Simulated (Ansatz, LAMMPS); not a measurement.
# An extra electron or hole in amorphous Ga2O3 (95 atoms), part 3 of 4

Aim: add and remove one electron in amorphous Ga2O3 (95 atoms), with atoms held and relaxed, and read trapping energy and localisation.

Ansatz 0.2.0; Kohn-Sham DFT, PBE, PAW (set soft_2), plane waves.

The cell: 38 Ga and 57 O. The quench rate of 50 K/ps is many orders above laboratory rates. The starting topology of bonds comes from the classical model. The Brillouin zone is sampled at Γ only, in a cell whose shortest periodic width is 11 Å.

So far. Step 6 (An extra electron, atoms relaxed): The relaxation converged after 3 steps, 0.0110 eV below its start, with a largest force component of 0.024 eV/Å. Step 6 (An extra electron, atoms relaxed): An extra electron, atoms relaxed: the energy stands 6.71 eV above that of the reference. An odd electron should give 1 μB; this run ended with the carrier shared between both spins.

### Step 7. An extra electron, levels at the relaxed geometry

A single point at the new geometry gives levels and spin density.

input.yaml

```yaml
crystal:
  lattice:
    - [10.83912, 0.0, 0.0]
    - [0.0, 10.83912, 0.0]
    - [0.0, 0.0, 10.83912]
  atoms:
    - { symbol: Ga, position: [0.99607, 0.94922, 0.65949] }
    - { symbol: Ga, position: [0.64071, 0.2414, 0.39162] }
    - { symbol: Ga, position: [0.14483, 0.15971, 0.20479] }
    - { symbol: Ga, position: [0.59179, 0.72028, 0.5988] }
    - { symbol: Ga, position: [0.17257, 0.92876, 0.4161] }
    - { symbol: Ga, position: [0.78745, 0.18661, 0.86834] }
    [... 83 atom lines left out ...]
    - { symbol: O, position: [0.71081, 0.33144, 0.54286] }
    - { symbol: O, position: [0.117, 0.05009, 0.05157] }
    - { symbol: O, position: [0.87897, 0.82118, 0.63039] }
    - { symbol: O, position: [0.94065, 0.74702, 0.88922] }
    - { symbol: O, position: [0.84825, 0.89577, 0.10579] }
    - { symbol: O, position: [0.1895, 0.2581, 0.86619] }
total_charge: -1
kpoints:
  mp_grid: { grid: [1, 1, 1] }
hamiltonian:
  xc: pbe
scf:
  occupations: { method: fermi_dirac, width: 0.01 }
  lower_state_search: "off"
output:
  forces: true
  stress: true
  populations: true
  dos:
    method: { smearing: { sigma: 0.1 } }
    de: 0.1
    projected: { site_lists: { Ga: [Ga], O: [O] } }
  eigenvalues: true
  write_density: true
  write_potential: true
  volumetric_format: npy
magnetization:
  spin_polarized: true
  initial_magnetization: 1
```

Run with:

```sh
$ ansatz run input.yaml --threads 4 --pin off --max-ram 8192MiB --backend cpu --events-out ev --progress --plain --runs-dir out
```

Numbers of over 12 decimals in the logs are rounded to 6 here.

What it wrote:

```text
[...]
Crystal: 95 atoms, lattice volume = 1273.451 Å³
Basis set: ecut = 420 eV, 24885 PW (Γ), exchange–correlation on 150×150×150 points (8 copies of the dense FFT grid, shifted against one another)
Bands: 514, of which v1, the nominal top of the filled ones, is band 419 counted from 1 (418 counted from 0)
Symmetry: 1 space group operations
[...]
k-points: 1
[...]
Starting moments: Σ|m| = 1 μB on 95 of 95 sites
[...]
SCF iter   1: F=—  HF=-176129.758807 eV  |F-HF|=—  |Δ(HF+E_count)|=         —  Δρ=4.74e-2 (↑4.53e-2 ↓4.74e-2)  dr2=6.00e1  dr2_m=1.60e-2  M=1.000 μB ∫|m|=1.062 μB  β_m=1.00  ethr=3.10e-3  ⟨swp⟩=6.0  Hψ=3454  notcnv=0  defer=132
[...]
SCF iter  20: F=-176109.289955 eV  HF=-176109.289955 eV  |F-HF|=2.59e-8  |Δ(HF+E_count)|=   2.25e-8  Δρ=7.74e-7 (↑7.64e-7 ↓7.74e-7)  dr2=2.96e-8  dr2_m=2.50e-11  M=0.001 μB ∫|m|=0.001 μB  ethr=7.98e-12  ⟨swp⟩=7.0  Hψ=6507  notcnv=0
[...]
SCF 1 converged in 20 iterations: F = -176109.289955 eV  dr2 = 2.96e-8
[...]
SCF converged after 20 iterations
Magnetization: 0.0005 μB (418.5003 up, 418.4997 down)
Absolute magnetization: 0.0006 μB (∫|ρ↑−ρ↓|, with the PAW one-centre terms)
[...]
Per-site moments (μB) at R_I (Å): [(1.42648841512394e-6, 0.754256), (2.4119579519917256e-6, 0.802800), (3.081194462086448e-6, 0.783444), (1.931744367714877e-6, 0.793605), (3.110504609311257e-6, 0.803821), [...]
Free energy (F): -176109.289955 eV
[...]
Internal energy: -176109.276092 eV  (E = F + TS)
E sigma→0 (E₀):  -176109.283024 eV
Entropy (-TS):   -0.013863 eV (-0.146 meV/atom)
Fermi energy:    6.710456 eV
[...]
--- Forces (eV/Å), atoms counted from 1 ---
  atom   1  Ga    -0.00065658     0.00789183    -0.00170672
  atom   2  Ga    -0.00105162     0.01315428    -0.00518334
  atom   3  Ga     0.00596871     0.00753646    -0.01628212
  atom   4  Ga    -0.00791223     0.01229145     0.00743557
  atom   5  Ga     0.00586500     0.00779472     0.00974399
  atom   6  Ga    -0.00331697     0.00531952    -0.00856729
  atom   7  Ga    -0.00239914     0.00556610     0.00606740
  atom   8  Ga     0.00182697    -0.02065526    -0.00066577
  atom   9  Ga     0.00241405     0.00429816     0.00672412
  atom  10  Ga    -0.00925197     0.00020055     0.00512847
  atom  11  Ga    -0.00226902    -0.00943172    -0.00408504
  atom  12  Ga     0.00549472    -0.00547061     0.00581207
  atom  13  Ga    -0.00360381    -0.01248077    -0.00442893
  atom  14  Ga    -0.01617879    -0.00146296    -0.01395977
[...]
atom  94  O     -0.01487475     0.01178065    -0.01465296
  atom  95  O     -0.00200058    -0.00564117     0.00131618
  max |Σ_I F_I| component: 2.42e-5 eV/Å
--- Stress (GPa, compression-positive) ---
        0.223837      -0.070478      -2.125719
       -0.070478      -1.665441       0.987564
       -2.125719       0.987564      -3.083307
  P = ⅓ Tr σ = -1.5083 GPa (-15.083 kbar)
--- Band table (eV) ---
[...]
--- Löwdin populations: 95 sites ---
  site symbol       q [e]    m [muB]
     0     Ga     11.9744     0.0000
     1     Ga     11.9708     0.0000
     2     Ga     11.9790     0.0000
[...]
94      O      6.6516     0.0000
  spilling = 0.003406 (of n_electrons = 837.000000)
```

It took 54 s on 4 threads of Intel Xeon Platinum 8488C (Sapphire Rapids), shared host; peak memory 3.4 GiB.

An extra electron, levels at the relaxed geometry: the energy stands 6.71 eV above that of the reference. An odd electron should give 1 μB; this run ended with the carrier shared between both spins.

The levels nearest the highest filled one (over half full), pooled over k-points and spins:

```tsv
level less the highest filled one (eV)	occupation
-1.51	1
-1.51	1
0	0.5
0	0.5
1.96	0
1.96	0
2.19	0
2.19	0
```

### Step 8. Neutral at the geometry of the electron

The neutral cell at the new geometry gives the energy of that geometry without the charge.

input.yaml

```yaml
crystal:
  lattice:
    - [10.83912, 0.0, 0.0]
    - [0.0, 10.83912, 0.0]
    - [0.0, 0.0, 10.83912]
  atoms:
    [... the 95 atom lines of step 7 ...]
kpoints:
  mp_grid: { grid: [1, 1, 1] }
hamiltonian:
  xc: pbe
scf:
  occupations: { method: fixed }
output:
  forces: true
  stress: true
  populations: true
  dos:
    method: { smearing: { sigma: 0.1 } }
    de: 0.1
    projected: { site_lists: { Ga: [Ga], O: [O] } }
  eigenvalues: true
```

What it wrote:

```text
[...]
Crystal: 95 atoms, lattice volume = 1273.451 Å³
Basis set: ecut = 420 eV, 24885 PW (Γ), exchange–correlation on 150×150×150 points (8 copies of the dense FFT grid, shifted against one another)
Bands: 513, of which v1, the nominal top of the filled ones, is band 418 counted from 1 (417 counted from 0)
Symmetry: 1 space group operations
[...]
k-points: 1
[...]
SCF iter   1: F=—  HF=-176115.994056 eV  |F-HF|=—  |Δ(HF+E_count)|=         —  Δρ=2.38e-3  dr2=7.29e-2  ethr=1.77e-3  ⟨swp⟩=5.0  Hψ=1544  notcnv=0  defer=93
[...]
SCF iter   8: F=—  HF=-176115.987636 eV  |F-HF|=—  |Δ(HF+E_count)|=   5.88e-9  Δρ=3.90e-6  dr2=1.83e-7  ethr=2.60e-10  ⟨swp⟩=2.0  Hψ=830  notcnv=0  defer=89
SCF iter   9: F=-176115.987636 eV  HF=-176115.987636 eV  |F-HF|=3.50e-8  |Δ(HF+E_count)|=   1.00e-7  Δρ=2.09e-6  dr2=4.89e-8  ethr=1.20e-11  ⟨swp⟩=14.0  Hψ=2443  notcnv=0
SCF 1 converged in 9 iterations: F = -176115.987636 eV  dr2 = 4.89e-8
[...]
SCF converged after 9 iterations
Free energy (F): -176115.987636 eV
[...]
Internal energy: -176115.987636 eV  (E = F + TS)
E sigma→0 (E₀):  -176115.987636 eV
Fermi energy:    5.208565 eV
[...]
Σ components = -176115.987636   (vs F -176115.987636, Δ=0.00e0)
--- Forces (eV/Å), atoms counted from 1 ---
  atom   1  Ga     0.00108992     0.02206108    -0.02019392
  atom   2  Ga    -0.03901066    -0.00080979    -0.02339240
  atom   3  Ga    -0.00132075     0.01680542    -0.04623657
  atom   4  Ga     0.01334368    -0.00282879    -0.03810491
[...]
atom  95  O      0.00357381    -0.01946312    -0.00792245
  max |Σ_I F_I| component: 1.60e-5 eV/Å
--- Stress (GPa, compression-positive) ---
       -0.215325      -0.099479      -2.168798
       -0.099479      -2.152542       1.058868
       -2.168798       1.058868      -3.666607
  P = ⅓ Tr σ = -2.0115 GPa (-20.115 kbar)
--- Band table (eV) ---
[...]
--- Löwdin populations: 95 sites ---
  site symbol       q [e]
     0     Ga     11.9570
     1     Ga     11.9512
     2     Ga     11.9563
[...]
94      O      6.6480
  spilling = 0.003393 (of n_electrons = 836.000000)
```

It took 16 s on 4 threads; peak memory 2 GiB; 59 s of CPU time.

Neutral at the geometry of the electron: the energy stands 0.00805 eV above that of the reference.

### Step 9. An extra hole, atoms held

The electron count changes by one with the atoms held: a vertical process, on a uniform background, with spin and a narrow Fermi–Dirac smearing. Its energy against the neutral cell hangs on the program's zero of potential.

Edit input.yaml of step 8 so:

```diff
@@ -6,3 +6,4 @@
   atoms:
-    [... the 95 atom lines of step 7 ...]
+    [... the 95 atom lines of step 4 ...]
+total_charge: 1
 kpoints:
@@ -12,3 +13,4 @@
 scf:
-  occupations: { method: fixed }
+  occupations: { method: fermi_dirac, width: 0.01 }
+  lower_state_search: "off"
 output:
@@ -22 +24,7 @@
   eigenvalues: true
+  write_density: true
+  write_potential: true
+  volumetric_format: npy
+magnetization:
+  spin_polarized: true
+  initial_magnetization: 1
```

What it wrote:

```text
[...]
Crystal: 95 atoms, lattice volume = 1273.451 Å³
Basis set: ecut = 420 eV, 24885 PW (Γ), exchange–correlation on 150×150×150 points (8 copies of the dense FFT grid, shifted against one another)
Bands: 513, of which v1, the nominal top of the filled ones, is band 418 counted from 1 (417 counted from 0)
Symmetry: 1 space group operations
[...]
k-points: 1
[...]
Starting moments: Σ|m| = 1 μB on 95 of 95 sites
[...]
SCF iter   1: F=—  HF=-176147.446119 eV  |F-HF|=—  |Δ(HF+E_count)|=         —  Δρ=5.27e-2 (↑4.98e-2 ↓5.27e-2)  dr2=7.56e1  dr2_m=7.08e-1  M=1.000 μB ∫|m|=1.079 μB  β_m=1.00  ethr=3.10e-3  ⟨swp⟩=6.0  Hψ=3424  notcnv=0  defer=160
[...]
SCF iter   2: F=—  HF=-176131.576891 eV  |F-HF|=—  |Δ(HF+E_count)|=         —  Δρ=3.50e-2 (↑3.22e-2 ↓3.50e-2)  dr2=3.34e1  dr2_m=5.92e-1  M=0.371 μB ∫|m|=0.571 μB  β_m=0.30  ethr=3.10e-3  ⟨swp⟩=2.5  Hψ=2026  notcnv=0  defer=178
[...]
spin=Collinear: Kerker preconditioning applied to the charge; magnetization (m = ρ↑ − ρ↓) channel mixes plain (no charge-response kernel on spin).
SCF iter   3: F=—  HF=-176126.844896 eV  |F-HF|=—  |Δ(HF+E_count)|=    4.73e0  Δρ=2.40e-2 (↑2.32e-2 ↓2.40e-2)  dr2=1.91e1  dr2_m=6.05e-2  M=0.996 μB ∫|m|=1.100 μB  β_m=0.30  ethr=3.10e-3  ⟨swp⟩=2.0  Hψ=861  notcnv=0  defer=178
SCF iter   4: F=—  HF=-176124.121069 eV  |F-HF|=—  |Δ(HF+E_count)|=    2.72e0  Δρ=1.93e-2 (↑1.60e-2 ↓1.93e-2)  dr2=1.12e1  dr2_m=3.46e-1  M=0.310 μB ∫|m|=0.489 μB  β_m=0.30  ethr=2.28e-3  ⟨swp⟩=2.0  Hψ=860  notcnv=0  defer=178
[...]
SCF iter  15: F=—  HF=-176120.982912 eV  |F-HF|=—  |Δ(HF+E_count)|=   1.32e-2  Δρ=4.91e-3 (↑1.04e-3 ↓4.91e-3)  dr2=6.36e-1  dr2_m=5.91e-2  M=0.936 μB ∫|m|=1.072 μB  β_m=0.30  ethr=1.14e-4  ⟨swp⟩=2.0  Hψ=861  notcnv=0  defer=178
[...]
spin-set hold released at iteration 15 (site moments' squared step at or under half its running peak, from the soft ceiling on): the magnetisation degrees of freedom join the quasi-Newton model from the next iteration; the mixer history was flushed
SCF iter  16: F=—  HF=-176120.945432 eV  |F-HF|=—  |Δ(HF+E_count)|=   3.75e-2  Δρ=2.15e-3 (↑1.20e-3 ↓2.15e-3)  dr2=2.29e-1  dr2_m=1.24e-2  M=0.992 μB ∫|m|=1.105 μB  β_m=0.34  ethr=7.61e-5  ⟨swp⟩=2.0  Hψ=1339  notcnv=0  defer=178
[...]
SCF iter  18: F=—  HF=-176120.945815 eV  |F-HF|=—  |Δ(HF+E_count)|=   1.82e-2  Δρ=3.41e-3 (↑7.16e-4 ↓3.41e-3)  dr2=3.41e-1  dr2_m=3.11e-2  M=0.991 μB ∫|m|=1.118 μB  β_m=0.21  ethr=2.74e-5  ⟨swp⟩=3.0  Hψ=1625  notcnv=0  defer=178
[...]
SCF iter  40: F=-176120.951676 eV  HF=-176120.951676 eV  |F-HF|=5.97e-9  |Δ(HF+E_count)|=   3.35e-9  Δρ=5.81e-7 (↑1.22e-7 ↓5.81e-7)  dr2=7.09e-9  dr2_m=9.69e-10  M=0.997 μB ∫|m|=1.128 μB  β_m=0.36  ethr=5.75e-12  ⟨swp⟩=6.0  Hψ=4731  notcnv=0
SCF iter  41: F=-176120.951676 eV  HF=-176120.951676 eV  |F-HF|=1.08e-9  |Δ(HF+E_count)|=    0.00e0  Δρ=2.52e-7 (↑9.27e-8 ↓2.52e-7)  dr2=1.14e-9  dr2_m=1.80e-10  M=0.997 μB ∫|m|=1.128 μB  ethr=1.00e-12  ⟨swp⟩=5.0  Hψ=4325  notcnv=0
SCF 1 converged in 41 iterations: F = -176120.951676 eV  dr2 = 1.14e-9
[...]
SCF converged after 41 iterations
Magnetization: 0.9973 μB (417.9986 up, 417.0014 down)
Absolute magnetization: 1.1271 μB (∫|ρ↑−ρ↓|, with the PAW one-centre terms)
[...]
Per-site moments (μB) at R_I (Å): [(0.000347071, 0.753166), (0.000666942, 0.802018), (-0.000138798, 0.782899), (0.000117108, 0.792623), (-0.000194445, [...]
Free energy (F): -176120.951676 eV
[...]
Internal energy: -176120.935008 eV  (E = F + TS)
E sigma→0 (E₀):  -176120.943342 eV
Entropy (-TS):   -0.016669 eV (-0.175 meV/atom)
Fermi energy:    4.867755 eV
[...]
Σ components = -176120.951676   (vs F -176120.951676, Δ=0.00e0)
--- Forces (eV/Å), atoms counted from 1 ---
  atom   1  Ga     0.01583634    -0.12572428     0.13308560
  atom   2  Ga     0.04792072     0.13007705    -0.04754644
  atom   3  Ga     0.08289142    -0.03887944    -0.13830713
  atom   4  Ga    -0.03236575    -0.06337529    -0.01865703
[...]
atom  95  O      0.03118245     0.01527947    -0.02824609
  max |Σ_I F_I| component: 4.83e-6 eV/Å
--- Stress (GPa, compression-positive) ---
        0.361085      -0.119250      -2.219457
       -0.119250      -1.510688       1.034033
       -2.219457       1.034033      -3.152840
  P = ⅓ Tr σ = -1.4341 GPa (-14.341 kbar)
--- Band table (eV) ---
[...]
--- Löwdin populations: 95 sites ---
  site symbol       q [e]    m [muB]
     0     Ga     11.9470    -0.0015
     1     Ga     11.9402    -0.0034
     2     Ga     11.9489    -0.0018
[...]
94      O      6.6428     0.0034
  spilling = 0.003360 (of n_electrons = 835.000000)
```

It took 72 s on 4 threads; peak memory 3.4 GiB.

An extra hole, atoms held: the energy stands 4.96 eV below that of the reference, with a moment of 1.00 μB.

The levels nearest the highest filled one (over half full), pooled over k-points and spins:

```tsv
level less the highest filled one (eV)	occupation
-0.061	0.999
-0.047	0.996
-0.0137	0.9
0	0.695
0.0118	0.412
1.87	0
1.88	0
3.82	0
```

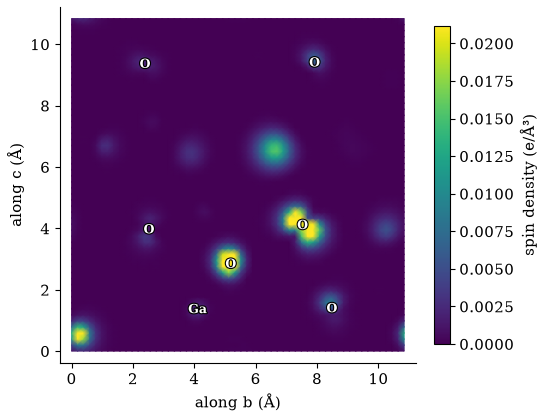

Spin density in the bc plane at fractional x = 0.207, with atoms of Ga and O within 0.2 Å of it. The map starts off the cell's origin, so that atoms lie inside it.

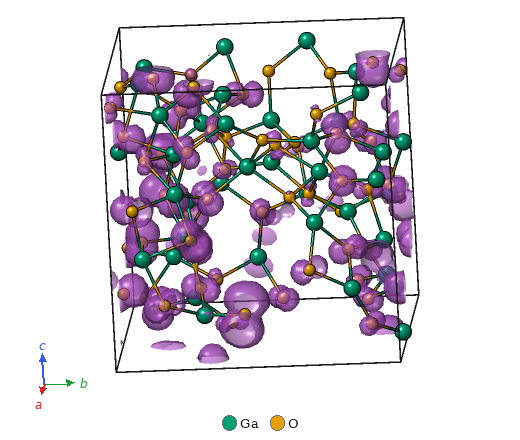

Surface of spin density = 0.0046 e/Å³, which holds about 70 % of the integral of its size. Bonds to atoms that aren't drawn are left out.

### Step 10. An extra hole, atoms relaxed

The atoms now respond to the charge; the energy gained comes from screening by the atoms, from trapping if the charge localises, and from any strain left in the reference.

Input and log are left out; they have the form of those shown for this kind of step.

Elapsed: 2.9 min, on 4 threads of Intel Xeon Platinum 8488C (Sapphire Rapids), shared host; peak memory 3.3 GiB; 11 min of CPU time.

The relaxation converged after 5 steps, 0.0733 eV below its start, with a largest force component of 0.035 eV/Å.

An extra hole, atoms relaxed: the energy stands 5.03 eV below that of the reference, with a moment of 1.00 μB.

(Part 3 of 4 ends here.)

[Logs are printed without paths, hosts, clocks, repeated set-up lines and the standing remarks that a program may print on its own settings, such as how far it seeks lower states.]

[Hosts, paths, dates, database ids (printed as entryN), source tags and the programs' standing remarks are cut or masked in the printed files.]
